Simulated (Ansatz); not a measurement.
# BH3O3 + CH2O: molecular dynamics, part 2 of 2

Aim: follow the two partners and see whether they stay together, part or react. The start is relaxed first. Runs: 150 steps of 0.5 fs under a Nosé-Hoover thermostat at 1500 K; 150 steps of 0.5 fs at constant energy, with velocities drawn for 3000 K. SMILES of the start: C=O.OB(O)O.

Ansatz 0.2.0; UKS r2SCAN-D4/6-31G. The steps go on from the part before.

**5. The trajectory**

The trajectory, every 11 steps (energies from step 0):

| time (fs) | T (K) | potential energy change (meV/atom) | conserved energy change (meV/atom) | closest contact of the partners (Å) |
| --- | --- | --- | --- | --- |
| 0.0 | 1500 | 0.0 | 0.00 | 2.72 |
| 5.5 | 722 | 82.9 | 0.64 | 2.59 |
| 11.0 | 742 | 81.2 | 0.72 | 2.69 |
| 16.5 | 812 | 74.1 | 0.53 | 2.80 |
| 22.0 | 1002 | 54.4 | 0.12 | 2.72 |
| 27.5 | 973 | 58.6 | 0.13 | 2.65 |
| 33.0 | 662 | 93.2 | 0.70 | 2.78 |
| 38.5 | 1119 | 46.3 | 0.42 | 2.86 |
| 44.0 | 776 | 84.5 | 0.39 | 2.92 |
| 49.5 | 690 | 95.3 | 0.48 | 2.88 |
| 55.0 | 747 | 91.5 | 0.55 | 2.98 |
| 60.5 | 578 | 112.0 | 0.89 | 3.09 |
| 66.0 | 1025 | 67.2 | 0.26 | 3.23 |
| 71.5 | 789 | 95.4 | 0.24 | 3.26 |
| 75.0 | 1007 | 74.1 | -0.03 | 3.37 |

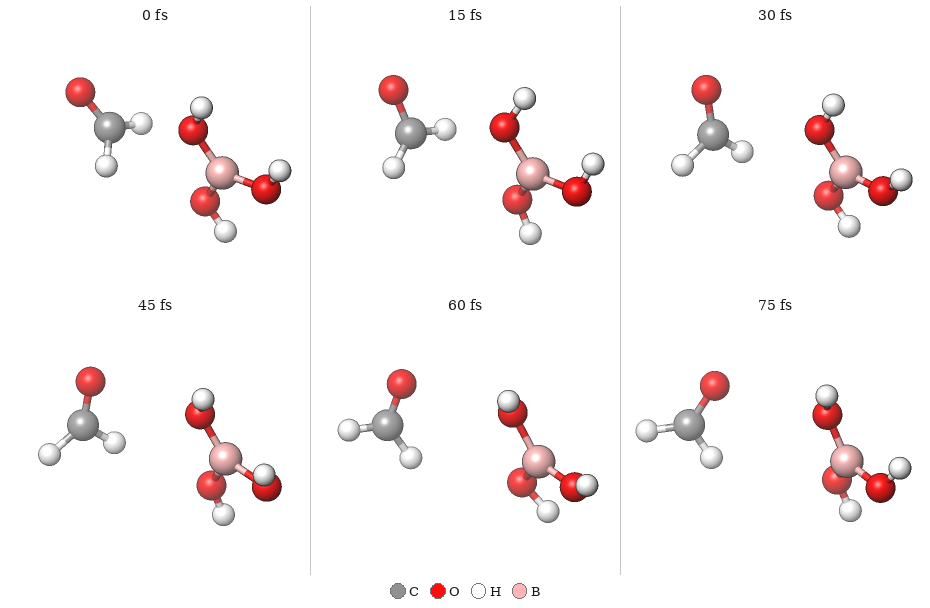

Six frames of the run, seen from a free direction. Sticks join atoms within a bonding distance in each frame.

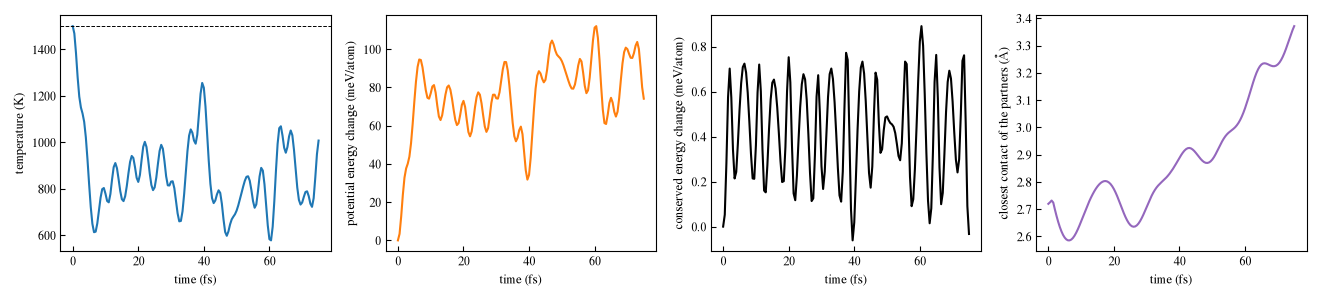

Time series of the run, each on its own scale. The dashed line is the set temperature.

**6. Positions and forces**

Positions (Å) and forces (eV/Å):

```xyz
11
time_fs=9.5 T=803 dE=0.8151
C    -0.156    0.274   -2.373    0.660    2.645   -1.166
O     0.817    0.079   -3.141   -1.226   -0.967    1.065
H    -0.405    1.374   -2.186    0.046   -0.907    0.321
H    -0.909   -0.384   -1.920    0.596   -0.810   -0.169
O     1.028   -0.301    0.195   -3.855    0.910    1.767
B    -0.114   -0.077    1.194    0.507   -0.083   -2.088
O    -1.378    0.136    0.626    2.522   -0.342   -0.638
O     0.082   -0.078    2.592   -0.069   -0.361   -1.335
H     1.819   -0.739    0.500    0.892   -0.354    0.391
H    -2.190    0.351    1.066   -0.572    0.203    0.909
H     0.925   -0.534    2.733    0.499    0.065    0.944
11
time_fs=19.0 T=893 dE=0.7224
C    -0.198    0.436   -2.511    0.113   -1.089    0.909
O     0.811    0.014   -3.085    0.722    1.420   -0.871
H    -0.521    1.524   -2.311    0.519   -1.212   -0.513
H    -0.729   -0.415   -2.063   -1.312    0.836    0.505
O     0.997   -0.317    0.280   -2.953    1.316   -0.694
B    -0.090   -0.091    1.130    0.872   -0.352    2.074
O    -1.362    0.070    0.613    1.976   -0.141   -0.892
O     0.118   -0.047    2.598   -1.462    0.090   -2.260
H     1.690   -0.854    0.579    2.161   -1.248    0.719
H    -2.075    0.335    1.167   -1.107    0.386    1.101
H     0.874   -0.471    3.019    0.470   -0.006   -0.078
11
time_fs=28.0 T=918 dE=0.7116
C    -0.225    0.495   -2.606   -0.603    0.729    0.610
O     0.820   -0.003   -3.053   -0.967   -0.050    0.349
H    -0.439    1.598   -2.660    0.431   -0.264   -0.260
H    -1.090    0.016   -2.040    1.194   -0.472   -0.622
O     0.939   -0.341    0.350   -0.173    0.550   -2.775
B    -0.042   -0.123    1.201   -1.742    0.122   -1.159
O    -1.310    0.021    0.608    1.321    0.040    0.391
O     0.111   -0.028    2.524   -1.370    0.316    1.958
H     1.685   -0.798    0.622    2.908   -1.325    0.601
H    -1.854    0.265    1.349   -1.738    0.433    0.728
H     0.829   -0.208    3.117    0.739   -0.079    0.178
11
time_fs=37.5 T=994 dE=0.6544
C    -0.240    0.596   -2.697    0.301   -3.173    0.128
O     0.794   -0.020   -3.010   -0.228   -0.558    0.551
H    -0.262    1.556   -3.077   -1.051    2.902   -0.293
H    -1.128    0.099   -2.174    1.047    0.780   -0.335
O     0.977   -0.407    0.333   -4.289    0.816   -1.103
B    -0.065   -0.162    1.211    2.192   -0.095   -0.380
O    -1.261   -0.008    0.660   -0.986   -0.218   -1.907
O     0.062    0.005    2.564   -0.140    0.153    1.056
H     1.829   -0.577    0.559    4.175   -0.842    1.155
H    -2.003    0.181    1.205   -1.268    0.343    0.972
H     0.925    0.111    2.979    0.246   -0.109    0.155
11
time_fs=47.0 T=598 dE=1.1495
C    -0.218    0.698   -2.849   -1.474   -2.731    2.760
O     0.760   -0.061   -2.946    0.127    1.365   -0.999
H    -0.473    1.688   -3.185    0.968    0.936   -1.106
H    -1.054    0.315   -2.170    0.427    0.392   -0.624
O     1.036   -0.481    0.292   -4.898   -0.118   -0.057
B    -0.007   -0.198    1.184   -2.241    0.803    1.597
O    -1.296   -0.033    0.676    2.815   -0.837   -1.720
O     0.029    0.048    2.680    0.843   -0.372   -3.063
H     1.885   -0.337    0.559    4.272    0.420    1.089
H    -2.138    0.092    1.060   -1.071    0.205    1.341
H     0.942    0.321    2.887    0.230   -0.063    0.781
11
time_fs=56.0 T=733 dE=1.0293
C    -0.239    0.725   -2.907    2.193    1.807   -1.532
O     0.736   -0.050   -2.924   -1.241    0.157    0.254
H    -0.113    1.717   -3.605   -0.898   -1.746    1.375
H    -1.117    0.658   -2.249   -0.001   -0.270   -0.056
O     1.060   -0.531    0.298   -6.410   -0.233    1.416
B    -0.039   -0.181    1.272    1.769   -0.231   -2.089
O    -1.298   -0.083    0.642    1.644   -0.459    0.662
O     0.045    0.080    2.668   -0.544   -0.166   -1.441
H     1.886   -0.253    0.531    4.248    1.124    1.105
H    -1.958    0.000    1.332   -1.103    0.218    0.411
H     0.827    0.355    3.160    0.343   -0.201   -0.105
11
time_fs=65.5 T=980 dE=0.7929
C    -0.195    0.798   -2.991    0.926    1.252   -3.367
O     0.682   -0.051   -2.886    0.315   -0.162    0.313
H    -0.163    1.581   -3.926   -0.066   -1.218    1.908
H    -1.074    0.841   -2.406   -1.129    0.081    1.195
O     0.994   -0.536    0.410   -2.529   -0.936   -1.292
B     0.018   -0.171    1.247   -1.522   -0.130   -0.013
O    -1.259   -0.154    0.666    0.883   -0.021    0.112
O     0.058    0.113    2.594   -0.434    0.363    0.638
H     1.860   -0.326    0.535    4.286    0.744    0.508
H    -1.898   -0.041    1.371   -1.016    0.185    0.443
H     0.735    0.148    3.279    0.286   -0.159   -0.446
11
time_fs=75.0 T=1007 dE=0.8150
C    -0.173    0.870   -3.118    1.519   -1.803    0.459
O     0.642   -0.060   -2.841   -0.741    1.817   -1.568
H    -0.243    1.551   -4.006    0.742   -0.669    0.072
H    -0.923    1.024   -2.393   -1.476    0.615    1.050
O     1.014   -0.553    0.473   -0.692   -0.375   -1.177
B    -0.025   -0.155    1.243    1.435   -0.674    0.080
O    -1.227   -0.224    0.724   -2.448    0.025   -2.384
O     0.051    0.166    2.555    0.971    0.214    2.630
H     1.942   -0.520    0.593    1.327    0.199    0.410
H    -2.038   -0.027    1.187   -0.251    0.126    0.532
H     0.837   -0.171    3.041   -0.385    0.524   -0.106
```

Reading of run 1. Against a set 1500 K the second half averages 837 K with a spread of 157 K; 83 meV/atom has gone into potential energy, and a thermostat that acts over some 100 fs has not made it up in 75 fs. The conserved energy strays from its start by at most 0.89 meV/atom, 1.0 % of the mean kinetic energy, so a step of 0.5 fs is short enough over this time. The bonding pattern survives the run. The partners' closest contact goes from 2.72 to 3.37 Å; so short a run doesn't show whether they stay bound.

**7. Run 2**

150 steps of 0.5 fs at constant energy, with velocities drawn for 3000 K, starting from the last frame of an earlier run, with new velocities. H is given a mass of 10 u.

Contents of input.yaml:

```yaml
crystal:
  periodic: [false, false, false]
  atoms:
    - { symbol: C, position_ang: [-0.172595, 0.870441, -3.1179] }
    - { symbol: O, position_ang: [0.642325, -0.06022, -2.841457] }
    - { symbol: H, position_ang: [-0.243165, 1.55106, -4.005625] }
    - { symbol: H, position_ang: [-0.922704, 1.024484, -2.393539] }
    - { symbol: O, position_ang: [1.013581, -0.553087, 0.472598] }
    - { symbol: B, position_ang: [-0.024726, -0.155144, 1.242776] }
    - { symbol: O, position_ang: [-1.22714, -0.224236, 0.723491] }
    - { symbol: O, position_ang: [0.051506, 0.165535, 2.554594] }
    - { symbol: H, position_ang: [1.941943, -0.520337, 0.593369] }
    - { symbol: H, position_ang: [-2.038097, -0.02729, 1.186532] }
    - { symbol: H, position_ang: [0.837309, -0.171189, 3.041104] }
magnetization:
  spin_polarized: true
basis:
  gaussian: { orbitals: "6-31G" }
hamiltonian:
  xc: r2scan
  dispersion: d4
md:
  timestep: 0.5
  n_steps: 150
  ensemble: nve
  temperature: 3000.0
  initial_velocities: maxwell_boltzmann
  seed: 277826
  masses: [{ species: H, mass: 10.0 }]
```

On the command line:

```
$ ansatz run input.yaml --threads 2 --pin off --max-ram 3072MiB --backend cpu --events-out ev --progress --plain --runs-dir out
```

Standard output, cut to the lines that bear on the results:

```text
Warning: RAYON_NUM_THREADS=2 ignored (pool sized by the plan → 2); use --threads N
[...]
Functional definition: r2SCAN
[...]
810 factors; integrals over basis functions are off by at most 2.0e-4 eV
[...]
mean field -9976.45029009 eV, -366.6277858800 hartree, gradient 6.9e-5 eV, S^2 0.000000; 0 other end points of the search recorded, 0 dependent functions left out
[...]
reference -9976.45029811 eV, -366.6277861748 hartree; 24, 24 occupied and 40, 40 virtual orbitals, 810 factors
md step     0: t =     0.00 fs  T =  3000.0 K  F+E_penalty+E_count = -9976.48903811 eV  E_kin = 3.490020 eV  conserved = -9972.99901813 eV  (29 SCF iters)
[...]
md step    18: t =     9.00 fs  T =  1852.5 K  F+E_penalty+E_count = -9975.15174633 eV  E_kin = 2.155144 eV  conserved = -9972.99660277 eV  (34 SCF iters)
[...]
md step    36: t =    18.00 fs  T =  1199.1 K  F+E_penalty+E_count = -9974.39089690 eV  E_kin = 1.394998 eV  conserved = -9972.99589929 eV  (43 SCF iters)
[...]
md step    54: t =    27.00 fs  T =  2263.8 K  F+E_penalty+E_count = -9975.63075962 eV  E_kin = 2.633527 eV  conserved = -9972.99723309 eV  (34 SCF iters)
[...]
md step    72: t =    36.00 fs  T =  1960.1 K  F+E_penalty+E_count = -9975.27804421 eV  E_kin = 2.280239 eV  conserved = -9972.99780531 eV  (35 SCF iters)
md step    73: t =    36.50 fs  T =  1871.1 K  F+E_penalty+E_count = -9975.17420268 eV  E_kin = 2.176679 eV  conserved = -9972.99752389 eV  (35 SCF iters)
md step    74: t =    37.00 fs  T =  1775.8 K  F+E_penalty+E_count = -9975.06288593 eV  E_kin = 2.065815 eV  conserved = -9972.99707141 eV  (35 SCF iters)
```

**8. The log goes on: dynamics from the last frame of an earlier run**

Output, continued, cut to the lines that bear on the results:

```text
md step    75: t =    37.50 fs  T =  1680.5 K  F+E_penalty+E_count = -9974.95149300 eV  E_kin = 1.954995 eV  conserved = -9972.99649840 eV  (35 SCF iters)
[...]
md step    94: t =    47.00 fs  T =  1524.0 K  F+E_penalty+E_count = -9974.76887810 eV  E_kin = 1.772980 eV  conserved = -9972.99589846 eV  (34 SCF iters)
[...]
md step   113: t =    56.50 fs  T =  2332.0 K  F+E_penalty+E_count = -9975.71017950 eV  E_kin = 2.712903 eV  conserved = -9972.99727633 eV  (35 SCF iters)
[...]
md step   132: t =    66.00 fs  T =  2218.0 K  F+E_penalty+E_count = -9975.57752603 eV  E_kin = 2.580323 eV  conserved = -9972.99720262 eV  (34 SCF iters)
[...]
md step   149: t =    74.50 fs  T =  1948.0 K  F+E_penalty+E_count = -9975.26321732 eV  E_kin = 2.266230 eV  conserved = -9972.99698747 eV  (35 SCF iters)
[...]
Atom 1 at     0.656575     0.239058    -3.652695 Å, force    -0.262025    -2.102753     2.163639 eV/Å
Atom 2 at    -0.076664     1.717052    -3.235631 Å, force    -1.760689     3.220498     1.946978 eV/Å
Atom 3 at    -0.808522     0.208068    -1.993841 Å, force     1.756275     1.334129    -1.094647 eV/Å
Atom 4 at     1.327341    -0.767175     0.741874 Å, force    -3.070172     1.160136    -1.810133 eV/Å
Atom 5 at     0.044282    -0.389901     1.411840 Å, force     1.383040     1.585524    -0.195680 eV/Å
Atom 6 at    -1.080582    -0.241149     0.612045 Å, force    -0.957501    -0.074309    -0.638706 eV/Å
Atom 7 at    -0.135820     0.171320     2.709314 Å, force     1.284712    -0.197154    -0.180492 eV/Å
Atom 8 at     1.157465    -0.637759    -0.332970 Å, force     0.567326    -0.678641     3.554089 eV/Å
Atom 9 at    -1.919597     0.233495     0.884220 Å, force     1.469915    -0.778253     0.145177 eV/Å
Atom 10 at     0.582866     0.577414     3.274919 Å, force    -0.661461    -1.005355    -0.969480 eV/Å
Dipole moment:    -0.469982     0.589243     0.386483 e Å
```

Wall time 16 min (2 threads of Arm Neoverse N1, shared host); peak memory 0.19 GiB.

**9. Frames and traces**

The trajectory, every 8 steps (energies from step 0):

```csv
time (fs),T (K),potential energy change (meV/atom),total energy change (meV/atom),closest contact of the partners (Å)
0.0,3000,0.0,0.00,3.37
4.0,2636,38.7,0.18,3.22
8.0,1946,111.7,0.25,3.09
12.0,1582,150.2,0.18,2.99
16.0,1188,191.9,0.28,2.93
20.0,1389,170.7,0.25,2.90
24.0,1979,108.1,0.17,2.89
28.0,2308,73.3,0.17,2.90
32.0,2302,74.0,0.17,2.94
36.0,1960,110.1,0.11,3.01
40.0,1450,164.2,0.32,3.07
44.0,1662,141.6,0.10,3.09
48.0,1547,154.0,0.30,3.04
52.0,2115,93.7,0.13,2.94
56.0,2353,68.6,0.14,2.84
60.0,2141,91.2,0.27,2.76
64.0,2229,81.7,0.17,2.71
68.0,2118,93.5,0.23,2.67
72.0,2021,103.7,0.19,2.65
75.0,1923,114.1,0.19,2.66
```

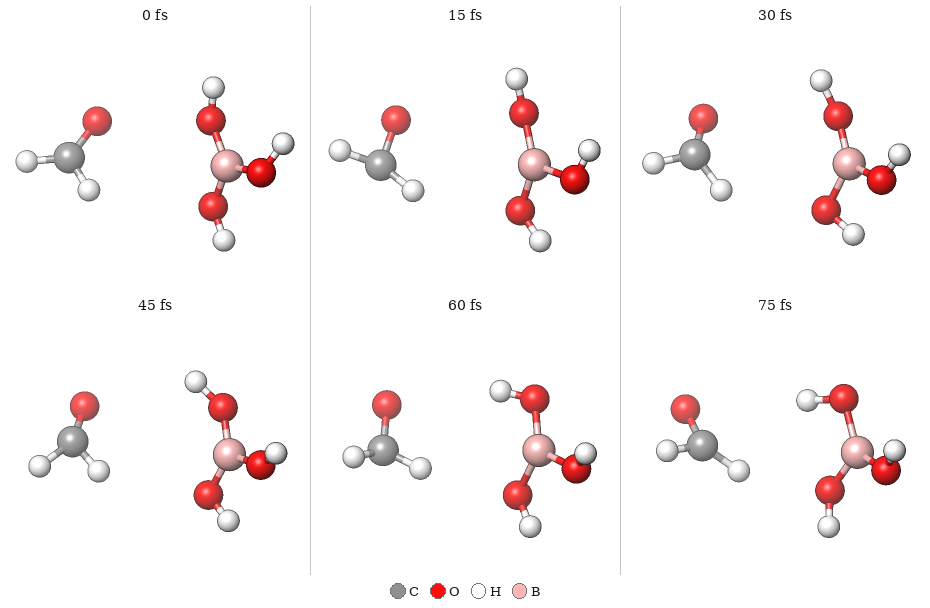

The system at six times, viewed from a chosen angle. Sticks join atoms within a bonding distance in each frame.

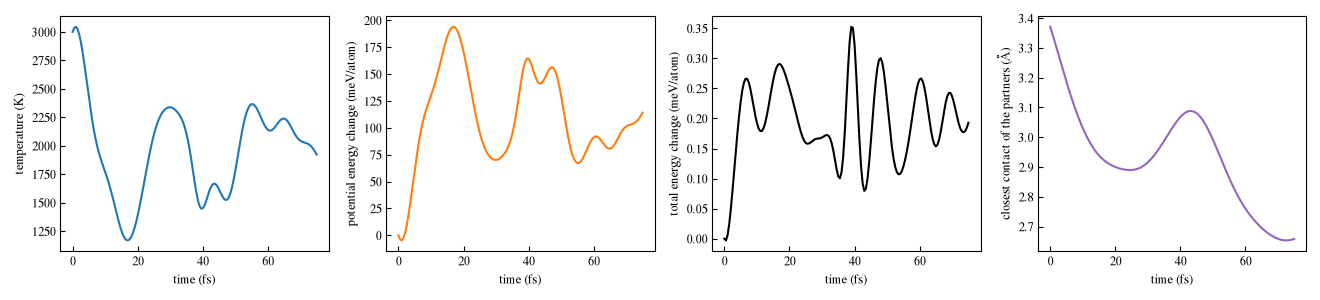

Time series of the run, each on its own scale.

**10. Frames from the trajectory**

Extended XYZ, with forces in eV/Å:

```xyz
11
time_fs=9.5 T=1811 dE=1.3852
C    -0.328    0.801   -3.148    1.142    2.389    2.099
O     0.628    0.068   -3.012    2.105   -3.476    0.298
H     0.003    1.524   -3.949   -2.609    0.612    0.049
H    -0.912    0.906   -2.131   -0.606    0.419   -2.352
O     1.095   -0.653    0.474    1.617    0.805    0.218
B     0.088   -0.086    1.238   -4.230   -1.713   -0.955
O    -1.290   -0.201    0.678    0.059    0.879    1.069
O    -0.095    0.166    2.609    2.538   -0.007    0.052
H     2.108   -0.570    0.417   -2.433    0.108    0.432
H    -2.100   -0.027    1.341    2.884   -0.389   -1.626
H     0.768   -0.051    3.041   -0.466    0.374    0.714
11
time_fs=19.0 T=1275 dE=2.0094
C    -0.352    0.846   -3.053    5.255   -0.891   -0.270
O     0.676    0.056   -3.170   -2.207   -0.610    1.439
H     0.044    1.541   -3.880   -3.280    1.071    1.060
H    -0.952    0.827   -2.046    0.253    0.383   -2.139
O     1.208   -0.715    0.489   -5.181    1.110    1.818
B    -0.051   -0.150    1.163    2.886   -1.202    1.609
O    -1.349   -0.139    0.665    2.053   -0.293   -1.561
O    -0.142    0.169    2.667   -0.139   -0.483   -3.756
H     2.128   -0.601    0.271    0.301    0.732    0.168
H    -1.960   -0.053    1.388   -1.050    0.268    0.888
H     0.699    0.099    3.106    1.109   -0.086    0.744
11
time_fs=28.0 T=2308 dE=0.8067
C    -0.107    0.864   -2.956   -3.395    1.237   -0.274
O     0.657   -0.014   -3.258    2.136   -2.645    0.556
H    -0.159    1.645   -3.741   -0.551    1.051    0.838
H    -0.964    0.783   -2.135    1.831    0.321   -1.017
O     1.132   -0.718    0.574    1.835    0.346   -0.899
B    -0.036   -0.292    1.183    0.897    1.320    0.504
O    -1.324   -0.089    0.607    0.776   -1.028    1.073
O    -0.166    0.153    2.571    3.013   -0.366    0.975
H     2.096   -0.587    0.168   -3.826   -0.144    1.575
H    -1.859   -0.063    1.458   -0.228    0.387   -1.167
H     0.685    0.229    3.206   -2.489   -0.479   -2.163
11
time_fs=37.5 T=1681 dE=1.5375
C     0.010    0.891   -2.914   -1.611   -2.478   -3.640
O     0.687   -0.152   -3.303   -0.992    3.990    1.197
H    -0.410    1.824   -3.526    2.666   -0.883    0.153
H    -0.846    0.756   -2.294   -0.048   -0.666    2.403
O     1.113   -0.713    0.629   -3.451   -1.896    2.739
B     0.024   -0.344    1.247   -1.820    1.708   -1.954
O    -1.250   -0.091    0.588    0.510   -1.225    1.988
O    -0.069    0.120    2.504   -2.150   -0.191    0.527
H     1.827   -0.573    0.153    4.882    0.961   -3.576
H    -1.786   -0.040    1.452   -0.175    0.418   -1.681
H     0.518    0.331    3.174    2.189    0.260    1.844
11
time_fs=47.0 T=1524 dE=1.7202
C    -0.026    0.809   -3.071   -3.800    2.345    2.231
O     0.698   -0.135   -3.307    1.989    0.087   -1.959
H    -0.454    1.935   -3.308    2.677   -1.568   -1.791
H    -0.723    0.678   -2.274   -0.858   -0.879    1.605
O     1.073   -0.790    0.731    5.482   -0.420   -3.905
B    -0.023   -0.266    1.214    3.121    0.097    1.410
O    -1.164   -0.152    0.633   -3.333   -0.231   -3.819
O    -0.044    0.083    2.496   -0.884    1.493    4.167
H     1.731   -0.515   -0.025   -2.420   -0.972    2.007
H    -1.756    0.023    1.339   -2.216    0.723    0.999
H     0.468    0.446    3.235    0.243   -0.676   -0.944
11
time_fs=56.0 T=2353 dE=0.7548
C    -0.215    0.793   -3.120    3.485   -1.802    3.716
O     0.751   -0.051   -3.380   -2.808    3.043   -0.887
H    -0.297    1.923   -3.227    0.343   -1.079   -1.691
H    -0.685    0.537   -2.129   -1.040   -0.180   -1.023
O     1.200   -0.881    0.712   -0.263    2.010   -0.116
B     0.080   -0.189    1.236   -1.057   -1.885    1.079
O    -1.196   -0.221    0.559    0.593    1.145    1.772
O    -0.085    0.098    2.625   -0.210    0.419   -1.141
H     1.563   -0.510   -0.128   -0.226   -0.701    0.173
H    -1.854    0.124    1.262    0.796   -0.556   -1.409
H     0.484    0.525    3.284    0.387   -0.413   -0.473
11
time_fs=65.5 T=2232 dE=0.8948
C    -0.229    0.726   -2.951    2.157    2.825    0.159
O     0.702    0.148   -3.504    0.595   -2.615   -0.488
H    -0.104    1.813   -3.266   -2.167   -0.198    0.898
H    -0.729    0.368   -2.034   -0.637   -0.033   -0.433
O     1.341   -0.889    0.694   -2.849    2.713    1.348
B     0.139   -0.237    1.342   -2.263   -1.536   -0.559
O    -1.214   -0.243    0.540    3.279    0.452    1.738
O    -0.137    0.138    2.723    1.138   -0.126   -2.269
H     1.345   -0.552   -0.239    0.164   -0.654    0.157
H    -1.916    0.196    1.091    0.575   -0.330   -0.286
H     0.533    0.573    3.292    0.008   -0.499   -0.265
11
time_fs=75.0 T=1923 dE=1.2547
C    -0.085    0.782   -2.751    0.251   -2.464   -2.921
O     0.657    0.239   -3.653   -0.262   -2.103    2.164
H    -0.077    1.717   -3.236   -1.761    3.220    1.947
H    -0.808    0.208   -1.994    1.756    1.334   -1.095
O     1.327   -0.767    0.742   -3.070    1.160   -1.810
B     0.044   -0.390    1.412    1.383    1.585   -0.196
O    -1.081   -0.241    0.612   -0.958   -0.074   -0.639
O    -0.136    0.171    2.709    1.285   -0.197   -0.180
H     1.157   -0.638   -0.333    0.567   -0.679    3.554
H    -1.920    0.234    0.884    1.470   -0.778    0.145
H     0.583    0.577    3.275   -0.661   -1.005   -0.970
```

On run 2: The temperature starts at 3000 K and averages 1956 K in the second half, where it ranges from 1448 to 2366 K. The total energy strays from its start by at most 0.35 meV/atom, 0.2 % of the mean kinetic energy, which is good for a step of 0.5 fs. No bond forms or breaks. The partners' closest contact goes from 3.37 to 2.66 Å; so short a run doesn't show whether they stay bound.

**11. Results**

This closing draws on all 2 parts.

| quantity | value |
| --- | --- |
| relaxation of the start | 10 moves, 0.186 eV lower |
| run 1: length | 150 steps of 0.5 fs |
| run 1: temperature, first and last step | 1500 and 1007 K |
| run 1: temperature, second half | mean 837 K, from 578 to 1256 K |
| run 1: potential energy, second half | +83 meV/atom from this run's first step |
| run 1: largest change of the conserved energy | 0.89 meV/atom |
| run 1: bonds formed or broken | 0 |
| run 2: length | 150 steps of 0.5 fs |
| run 2: temperature, first and last step | 3000 and 1923 K |
| run 2: temperature, second half | mean 1956 K, from 1448 to 2366 K |
| run 2: potential energy, second half | +111 meV/atom from this run's first step |
| run 2: largest change of the total energy | 0.35 meV/atom |
| run 2: bonds formed or broken | 0 |

Mean temperatures of the second halves: 837 K, 1956 K. No bond formed or broke in any run. In the last run: the partners' closest contact goes from 3.37 to 2.66 Å; so short a run doesn't show whether they stay bound. Averages from a run of 75 fs with 11 atoms are rough. The basis is very small, so the numbers are rough.
